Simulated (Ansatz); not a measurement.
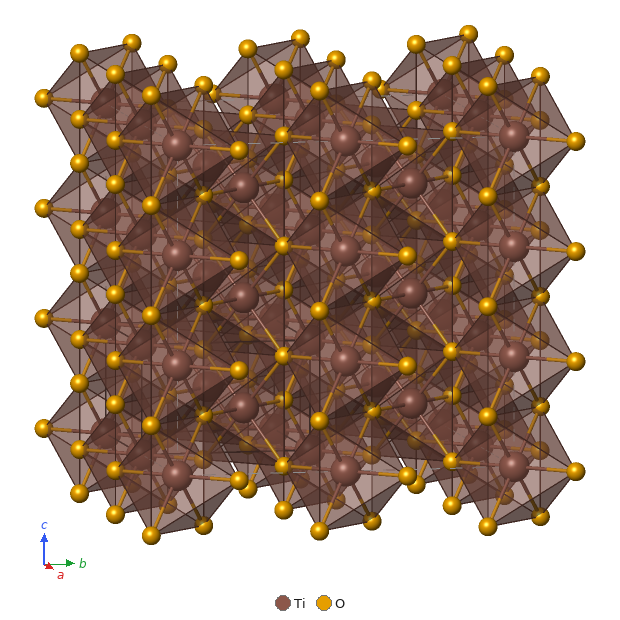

Polyhedra are drawn about Ti (bonds: O–Ti below 2.2 Å); other atoms are plain spheres.

TiO₂ (space group P4_2/mnm, No. 136): the input geometry of an electronic-structure calculation (not necessarily at equilibrium).

What figure surrounds each Ti atom, and what does it share with the other drawn polyhedra?

Answer. Ti: TiO6 octahedron, sharing corners with eight neighbours and edges with two neighbours.

What is the connectivity of the polyhedra: isolated, groups, chains, layers or framework?

Answer. They form a three-dimensional framework of corner- and edge-sharing octahedra.

How far apart are the centres of linked polyhedra?

Answer. Centre to centre across a shared corner: 3.57 Å; across a shared edge: 2.96 Å.
